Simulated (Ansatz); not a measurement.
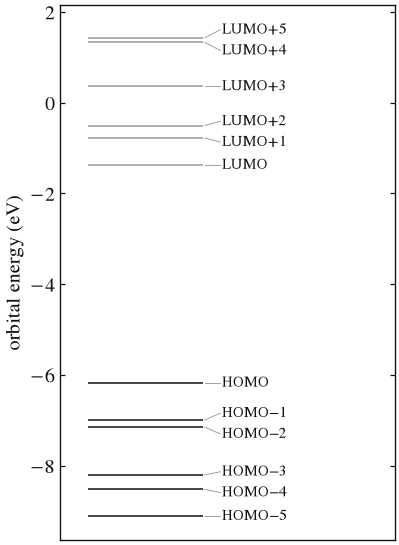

CH₆ClNSn, SMILES [CH3][Sn@@H]([NH2])[Cl], singlet. Kohn-Sham orbital energies near the frontier, LDA (SPW92)/def2-TZVPP in the Ansatz code 0.2.0, at a PBE0-D4/def2-TZVP geometry (a minimum by its frequencies), isolated molecule; empty levels in grey, levels within 0.03 eV side by side.

> Where do the frontier orbitals lie?

HOMO at −6.17 eV, LUMO at −1.38 eV, 4.80 eV apart.

> How far below the HOMO does the next level lie?

0.82 eV.

> List the levels.

```tsv
orbital	energy (eV)
LUMO+5	1.43
LUMO+4	1.33
LUMO+3	0.36
LUMO+2	−0.51
LUMO+1	−0.78
LUMO	−1.38
HOMO	−6.17
HOMO−1	−7.00
HOMO−2	−7.15
HOMO−3	−8.21
HOMO−4	−8.52
HOMO−5	−9.11
```

Known limits of this run: core potentials past krypton; spin-orbit coupling is left out, and with Sn it can shift these levels and split any degenerate set; empty levels above zero depend strongly on the basis.
